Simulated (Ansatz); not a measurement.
Geometry relaxation, with input and output: AlN3H8 (part 2 of 2)

AlN3H8; RKS PBE-D4/def2-SVP (Ansatz 0.2.0). It belongs to a series of runs on one base structure; here: end point A relaxed.

Geometry of the input (Å):
```
Al -0.1068  0.2064  0.8597
H  0.8784  -0.9179  1.2519
N  0.5214  1.8463  0.5196
N  -1.8524  -0.1641  0.7290
H  1.2515  -1.5245  -0.5405
N  1.1364  -1.5030  -1.5621
H  1.5129  2.0855  0.5815
H  -0.0248  2.6857  0.3179
H  -2.5936  0.4784  0.4444
H  -2.2573  -1.0649  0.9917
H  1.4109  -0.5559  -1.8583
H  0.1235  -1.5722  -1.7347
```

Trajectory as extended XYZ, continued
```
12
Properties=species:S:1:pos:R:3:forces:R:3 step=5 energy=-11184.30743
Al    0.0101    0.0677    0.7877    0.0903  -0.0766   0.2477
H     0.9088   -0.9000    1.7127   -0.0706   0.0684  -0.1406
N     0.6348    1.6919    0.3413    0.1286   0.0114  -0.0428
N    -1.7294   -0.3099    0.5452   -0.0276  -0.0551  -0.0641
H     1.3114   -1.6182   -0.6826    0.0214  -0.0534  -0.1964
N     0.8603   -1.1710   -1.4953   -0.0312   0.0505   0.4267
H     1.5821    2.0077    0.5687   -0.0838  -0.0118  -0.0128
H     0.0885    2.4768   -0.0179    0.0004   0.0051  -0.0301
H    -2.4436    0.3241    0.1815    0.0040  -0.0070  -0.0225
H    -2.1746   -1.1588    0.9008    0.0019   0.0137   0.0031
H     1.1097   -0.1735   -1.4795    0.0623   0.1098  -0.0914
H    -0.1582   -1.2372   -1.3627   -0.0956  -0.0550  -0.0767
12
Properties=species:S:1:pos:R:3:forces:R:3 step=6 energy=-11184.32918
Al    0.0397    0.0368    0.7960    0.0539  -0.0875   0.0248
H     0.9259   -0.9142    1.7465   -0.0895   0.1026  -0.0555
N     0.6809    1.6451    0.2798    0.1262   0.0417   0.0556
N    -1.6944   -0.3659    0.4846   -0.0245  -0.0432   0.0351
H     1.3024   -1.6143   -0.7247   -0.2909   0.2799  -0.5343
N     0.7653   -1.0538   -1.4209    0.3139  -0.3152   0.7087
H     1.6027    1.9921    0.5674   -0.1496  -0.0254  -0.0346
H     0.1386    2.4115   -0.1259    0.0171  -0.0119   0.0245
H    -2.3979    0.2591    0.0837    0.0139  -0.0117   0.0258
H    -2.1566   -1.1870    0.8855    0.0184   0.0730  -0.0134
H     1.0371   -0.0628   -1.3424    0.0489   0.0458  -0.1258
H    -0.2437   -1.1469   -1.2295   -0.0377  -0.0483  -0.1110
12
Properties=species:S:1:pos:R:3:forces:R:3 step=7 energy=-11184.34310
Al    0.0371    0.0364    0.7957    0.0375  -0.0237   0.0247
H     0.9055   -0.8905    1.7721   -0.0222   0.0231  -0.0314
N     0.6773    1.6455    0.2835    0.0606   0.0060   0.0172
N    -1.6971   -0.3614    0.4900   -0.0148  -0.0338   0.0021
H     1.3249   -1.6420   -0.7903   -0.0460   0.0280  -0.1619
N     0.7725   -1.0608   -1.4350    0.0664  -0.0475   0.3852
H     1.5861    2.0015    0.5922   -0.0522  -0.0020  -0.0155
H     0.1339    2.4092   -0.1245    0.0008   0.0043   0.0056
H    -2.3979    0.2665    0.0905   -0.0034   0.0041   0.0035
H    -2.1649   -1.1677    0.9111    0.0010   0.0210  -0.0027
H     1.0555   -0.0740   -1.3521    0.0118   0.0409  -0.1132
H    -0.2328   -1.1629   -1.2332   -0.0395  -0.0203  -0.1137
12
Properties=species:S:1:pos:R:3:forces:R:3 step=8 energy=-11184.37658
Al    0.0408    0.0304    0.7748    0.1846  -0.3175  -0.3432
H     0.9420   -0.9560    1.6545   -0.0479   0.0875   0.2499
N     0.6512    1.6708    0.3080    0.0368  -0.0040  -0.0592
N    -1.7181   -0.3266    0.5128    0.0630  -0.0221  -0.0582
H     1.3968   -1.7254   -0.8217    0.0131  -0.0104  -0.0338
N     0.7857   -1.0565   -1.2810   -0.2720   0.4311   0.3393
H     1.5517    2.0599    0.5982   -0.0518  -0.0293   0.0142
H     0.0802    2.4135   -0.1006   -0.0138   0.0436   0.0486
H    -2.3968    0.3216    0.1083   -0.0355   0.0239   0.0500
H    -2.2136   -1.1196    0.9268    0.0224   0.0339   0.0124
H     1.1037   -0.0899   -1.4011    0.0366  -0.1577  -0.0990
H    -0.2237   -1.2227   -1.2790    0.0645  -0.0787  -0.1210
12
Properties=species:S:1:pos:R:3:forces:R:3 step=9 energy=-11184.67877
Al    0.0953   -0.0455    0.7035    0.1946  -0.1550  -0.0606
H     0.8984   -0.8875    1.8280   -0.0296   0.0352  -0.0584
N     0.6718    1.6197    0.2578    0.3424   0.3569  -0.0873
N    -1.6755   -0.3602    0.4630   -0.4729  -0.2518  -0.0571
H     1.3902   -1.7191   -0.8725   -0.5991   0.6030  -0.7277
N     0.7188   -0.9617   -1.1342    0.0497   0.1055   1.0813
H     1.5241    2.0459    0.6424   -0.1923  -0.0762  -0.0304
H     0.0739    2.3706   -0.0976   -0.0249  -0.0023   0.0844
H    -2.3547    0.3262    0.1216    0.0428   0.0177   0.0810
H    -2.1920   -1.0949    0.9608    0.0925   0.1421  -0.0370
H     1.1155   -0.0591   -1.4977   -0.4022  -0.9804  -0.0178
H    -0.2658   -1.2347   -1.3751    0.9990   0.2051  -0.1705
12
Properties=species:S:1:pos:R:3:forces:R:3 step=10 energy=-11184.62102 accepted=F
Al    0.1059   -0.0575    0.6902   -0.3395   0.4902   0.9937
H     0.8944   -0.8814    1.8461   -0.0556   0.0741  -0.0144
N     0.6834    1.6263    0.2411    0.1632   0.1890  -0.0466
N    -1.6867   -0.3714    0.4477   -0.2203  -0.1019  -0.0360
H     1.3997   -1.7401   -0.9650   -1.2760   1.4916   0.0520
N     0.6928   -0.9115   -0.9474    0.9090  -1.4410  -3.3200
H     1.5133    2.0633    0.6593   -0.1664  -0.0475  -0.0117
H     0.0616    2.3737   -0.0824    0.0008   0.0015   0.1215
H    -2.3553    0.3413    0.1374    0.0371  -0.0099   0.1239
H    -2.2054   -1.0807    0.9784    0.0697   0.1419  -0.0253
H     1.1195   -0.1080   -1.5603   -0.8168  -1.4579   1.1900
H    -0.2233   -1.2544   -1.4450    1.6949   0.6697   0.9728
12
Properties=species:S:1:pos:R:3:forces:R:3 step=11 energy=-11184.89221
Al    0.0900   -0.0351    0.7045   -0.0301  -0.0062   0.0135
H     0.8901   -0.8743    1.8270   -0.0212   0.0403   0.0597
N     0.6848    1.6382    0.2398   -0.0496  -0.0205  -0.1040
N    -1.6971   -0.3716    0.4456    0.0323   0.0341  -0.1028
H     1.3970   -1.7403   -0.9555   -0.3256   0.3505  -0.2919
N     0.7217   -0.9577   -1.0404    0.0149  -0.0129   0.1565
H     1.5154    2.0614    0.6601   -0.0084   0.0271   0.0516
H     0.0626    2.3919   -0.0661    0.0051   0.0140   0.0885
H    -2.3686    0.3432    0.1504   -0.0033   0.0013   0.0896
H    -2.2027   -1.0836    0.9784   -0.0118   0.0294   0.0436
H     1.1125   -0.1239   -1.5276   -0.1511  -0.5257   0.0264
H    -0.2056   -1.2486   -1.4161    0.5488   0.0687  -0.0305
12
Properties=species:S:1:pos:R:3:forces:R:3 step=12 energy=-11184.92513
Al    0.0985   -0.0449    0.7065   -0.0861   0.0817   0.0487
H     0.8607   -0.8288    1.9110   -0.0390   0.0352  -0.1730
N     0.6754    1.6390    0.2364   -0.0453  -0.0835  -0.0917
N    -1.6959   -0.3632    0.4403    0.0901   0.0199  -0.0987
H     1.4102   -1.7649   -1.0209   -0.2511   0.2756  -0.1791
N     0.7374   -0.9786   -1.0584    0.0261  -0.0171   0.2103
H     1.4996    2.0688    0.6641   -0.0047   0.0012   0.0414
H     0.0297    2.3924   -0.0206    0.0074  -0.0263   0.0662
H    -2.3580    0.3781    0.1902    0.0318  -0.0070   0.0636
H    -2.2066   -1.0668    0.9801    0.0081   0.0151   0.0357
H     1.1253   -0.1619   -1.5700   -0.1128  -0.3542   0.0590
H    -0.1762   -1.2696   -1.4584    0.3755   0.0594   0.0177
12
Properties=species:S:1:pos:R:3:forces:R:3 step=13 energy=-11184.95396
Al    0.0865   -0.0340    0.6828    0.0859  -0.0671   0.1266
H     0.8593   -0.8292    1.8604   -0.0016  -0.0009  -0.0187
N     0.6513    1.6428    0.2105   -0.0650   0.3024  -0.0689
N    -1.6975   -0.3420    0.4106   -0.2940   0.1096  -0.0531
H     1.4227   -1.7824   -1.0258    0.0361  -0.0375   0.0444
N     0.7574   -1.0003   -1.0330   -0.0438   0.0513  -0.1056
H     1.4660    2.0650    0.6682   -0.0158  -0.0338  -0.0120
H    -0.0271    2.4027    0.0582    0.1195  -0.1593   0.0383
H    -2.3496    0.4408    0.2602    0.1393  -0.1385   0.0343
H    -2.1965   -1.0335    0.9796    0.0267   0.0011  -0.0114
H     1.1490   -0.2254   -1.5916   -0.0010  -0.0225   0.0187
H    -0.1215   -1.3050   -1.4800    0.0137  -0.0048   0.0075
12
Properties=species:S:1:pos:R:3:forces:R:3 step=14 energy=-11184.95765
Al    0.0823   -0.0283    0.6800   -0.0108   0.0099   0.0022
H     0.8612   -0.8317    1.8457    0.0057  -0.0050   0.0057
N     0.6494    1.6551    0.2055   -0.0309   0.0358  -0.0138
N    -1.7092   -0.3389    0.4070   -0.0304   0.0343  -0.0125
H     1.4238   -1.7842   -0.9997    0.0003   0.0011   0.0223
N     0.7577   -1.0018   -1.0354   -0.0150   0.0181  -0.0466
H     1.4748    2.0655    0.6538    0.0003  -0.0212   0.0030
H    -0.0279    2.4161    0.0832    0.0174  -0.0384   0.0070
H    -2.3599    0.4449    0.2852    0.0343  -0.0214   0.0058
H    -2.1995   -1.0437    0.9669    0.0194  -0.0037   0.0011
H     1.1598   -0.2377   -1.6003   -0.0010  -0.0101   0.0126
H    -0.1127   -1.3157   -1.4920    0.0108   0.0006   0.0132
12
Properties=species:S:1:pos:R:3:forces:R:3 step=15 energy=-11184.95815
Al    0.0804   -0.0269    0.6771   -0.0093   0.0083  -0.0203
H     0.8620   -0.8331    1.8397    0.0046  -0.0053   0.0056
N     0.6456    1.6560    0.2015    0.0033   0.0029  -0.0002
N    -1.7109   -0.3351    0.4034    0.0006  -0.0049   0.0014
H     1.4236   -1.7813   -0.9830   -0.0089   0.0096   0.0001
N     0.7570   -1.0000   -1.0369    0.0096  -0.0153  -0.0122
H     1.4749    2.0597    0.6482    0.0037  -0.0018   0.0032
H    -0.0325    2.4170    0.0941   -0.0058   0.0040   0.0010
H    -2.3597    0.4513    0.2975   -0.0017   0.0064   0.0008
H    -2.1957   -1.0455    0.9608    0.0016  -0.0028   0.0020
H     1.1643   -0.2420   -1.6057   -0.0030  -0.0032   0.0108
H    -0.1089   -1.3205   -1.4965    0.0053   0.0022   0.0078
```

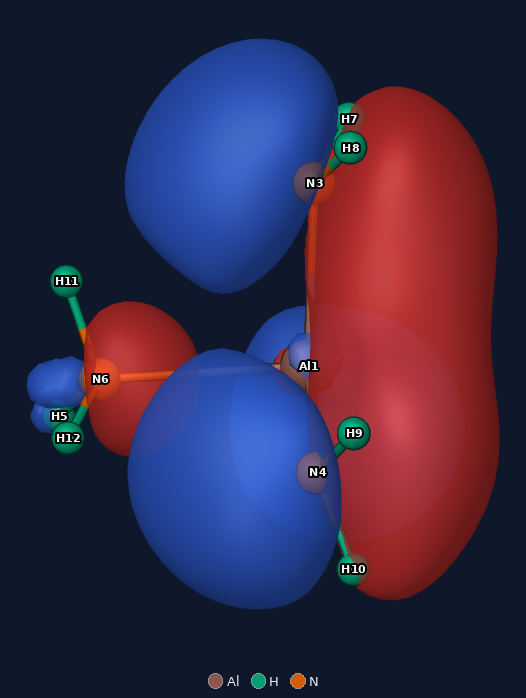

Fig. 1: The HOMO−1 at ±0.06 Å⁻³ᐟ² (red and blue are the two phases), seen at a tilt. Its weight (Hirshfeld) is mainly on N4 (30 %), N3 (30 %), Al1 (15 %) and H2 (10 %). Its energy is −4.73 eV.

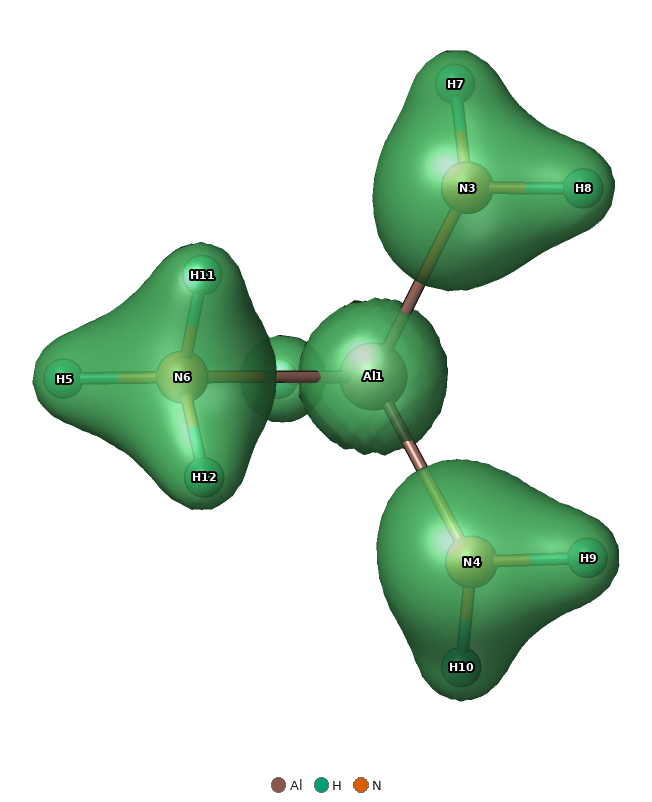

Fig. 2: Isosurface of the total electron density at 0.8 e/Å³ (green), seen at a tilt. At this value the surface falls into five separate pieces. It is pinched off along the Al–N (1.84 Å), Al–N (2.08 Å) and Al–H (1.62 Å) contacts. On the grid the lowest density along these lines, outside the cores, is 0.62 e/Å³ (Al–N, 1.84 Å), 2.1 e/Å³ (N–H, 1.02 Å), 0.32 e/Å³ (Al–N, 2.08 Å) and 0.49 e/Å³ (Al–H, 1.62 Å).
